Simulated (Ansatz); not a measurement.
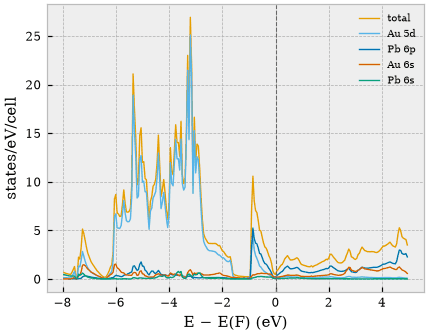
Figure: Total and projected density of states of PbAu2 (cubic Laves (MgCu2 type), space group No. 227), r²SCAN (plane waves, PAW; program Ansatz)

Question: Which orbitals carry the states next to the Fermi level?

Answer: Within 0.5 eV of the Fermi level: Pb 6p 49 %, Au 6s 19 %, Au 5d 17 %, Pb 6s 6 %, outside the projected shells 9 %. Projections are on Löwdin-orthogonalised atomic valence shells; empty p or d shells of many metals are not among them.

Question: Where is the tallest occupied peak in this window, and what makes it?

Answer: Near -3.2 eV, about 27 states/eV per cell; the largest projected share is Au 5d.

Space group Fd-3m (cubic Laves (MgCu2 type)). The workflow started from an entry of the Crystallography Open Database (COD). Its standing as an ambient phase is unchecked. Symmetry was held in the r²SCAN relaxation; whether a distortion lowers the energy is not shown. Spin–orbit coupling is left out wherever it is not named.

Potentials: the later of the program's two PAW sets.
